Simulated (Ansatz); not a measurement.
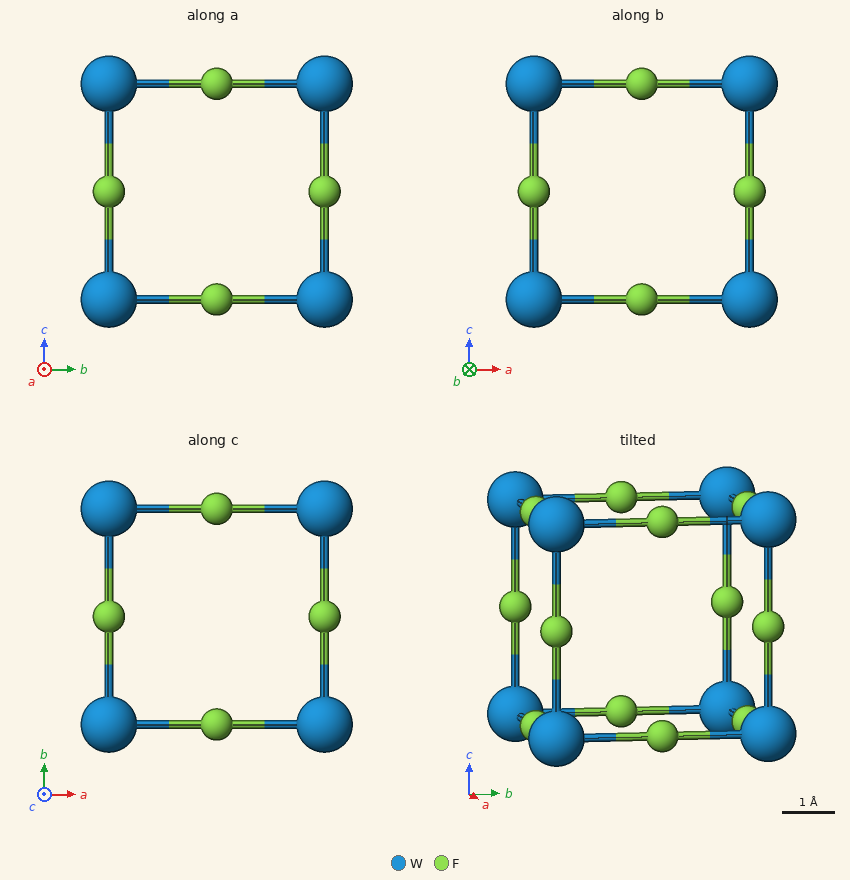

View along the a axis, along the b axis, along the c axis and slightly off an axis, drawn as a ball-and-stick model. The box is the conventional unit cell; atoms on or close to its faces, edges and corners are drawn wherever they repeat.

Lattice parameters: a = 4.1522 Å, b = 4.1522 Å, c = 4.1522 Å, α = 90.000°, β = 90.000°, γ = 90.000°.

### Reconstruct the structure as a CIF in P1 with every atom of the cell.

```cif
data_structure
_symmetry_space_group_name_H-M 'P 1'
_symmetry_Int_Tables_number 1
_cell_length_a 4.1522
_cell_length_b 4.1522
_cell_length_c 4.1522
_cell_angle_alpha 90.000
_cell_angle_beta 90.000
_cell_angle_gamma 90.000
_cell_volume 71.59
loop_
_atom_site_label
_atom_site_type_symbol
_atom_site_fract_x
_atom_site_fract_y
_atom_site_fract_z
_atom_site_occupancy
W1 W 0.0000 0.0000 0.0000 1
F1 F 0.0000 0.5000 0.0000 1
F2 F 0.0000 0.0000 0.5000 1
F3 F 0.5000 0.0000 0.0000 1
```

The cell started as a structure type filled with these elements by a generator (whether the compound takes this form wasn't checked). What is shown is the relaxed result from Ansatz 0.2.0, DFT PBE, scalar-relativistic, plane waves, PAW.
